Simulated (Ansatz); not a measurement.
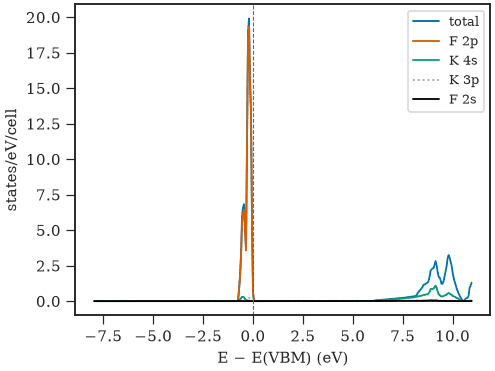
Fig. 1. Total and projected density of states of KF (rock salt, space group No. 225), PBE in the plane-wave PAW code Ansatz

Problem. Which orbitals carry the states next to the gap?

Solution. Top 1 eV of the valence band: F 2p 97 %. Bottom 1 eV of the conduction band: K 4s 81 %, F 2s 10 %. Projections are on Löwdin-orthogonalised atomic valence shells; empty p or d shells of many metals are not among them.

Space group Fm-3m (rock salt). Symmetry was held in the PBE relaxation; phonons on a q-mesh show no instability.

Potentials: the later of the program's two PAW sets.
